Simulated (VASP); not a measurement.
Consider the following.

```yaml
crystal:
  lattice:
    - [3.50562, 0.00000, 0.00000]
    - [0.00000, 3.50562, 0.00000]
    - [0.00000, 0.00000, 3.50562]
  atoms:
    - { symbol: Fe, position: [0.00000, 0.00000, 0.00000], spin: 2.9 }
    - { symbol: Ni, position: [0.00000, 0.50000, 0.50000], spin: 0.6 }
    - { symbol: Ni, position: [0.50000, 0.00000, 0.50000], spin: 0.6 }
    - { symbol: Ni, position: [0.50000, 0.50000, 0.00000], spin: 0.6 }
```

Computed with PBE GGA with D3 dispersion (zero damping), VASP's PBE PAW potentials (set 64) (plane waves; VASP 6.6.1). Numerical set-up: 520 eV cut-off, 10×10×10 Γ-centred mesh, tetrahedra with Blöchl corrections, potentials Fe Ni.

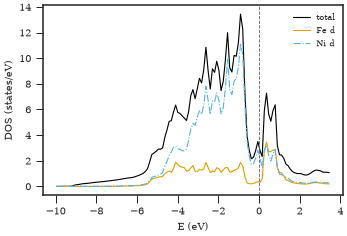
Figure: Total and projected density of states, zero at the Fermi level

Within 2 eV below the Fermi level the largest weight inside VASP's projection spheres is Ni d.

It has no gap at this level: it comes out as a metal or semimetal.

The compound is Ni3Fe in the L1_2 structure. It was relaxed first.
